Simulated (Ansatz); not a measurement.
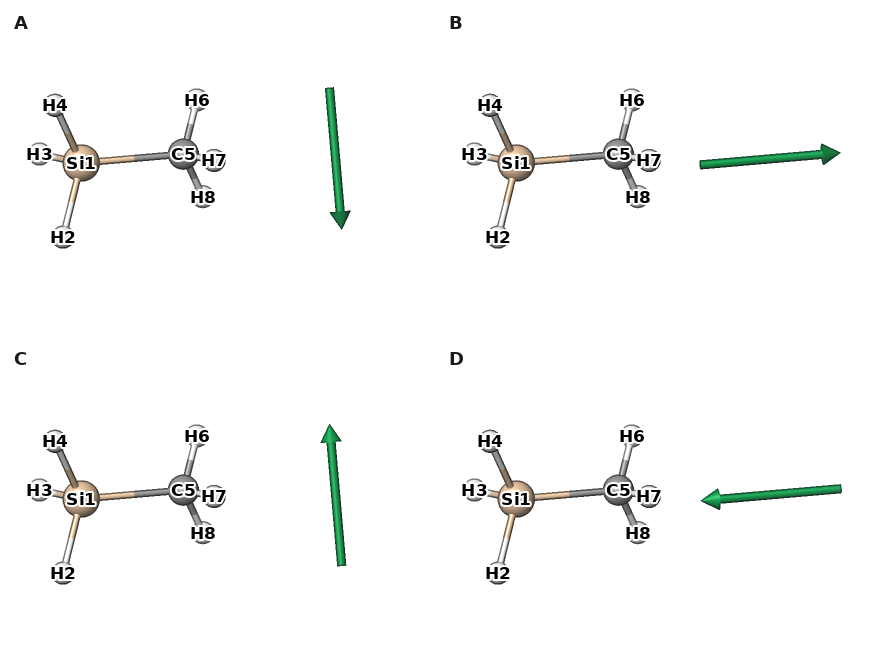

The same molecule four times, each with an arrow. Computed geometry: PBE0-D4/def2-TZVP optimisation. Method: RKS PBE0-D4/def2-TZVP (Ansatz 0.2.0).

> Which arrow points along the dipole moment, from the negative to the positive end?

B. The dipole moment is 0.83 D; it points from the side of H2, H3, H4 to the side of H6, H7, H8 (the outermost atoms at the two ends).
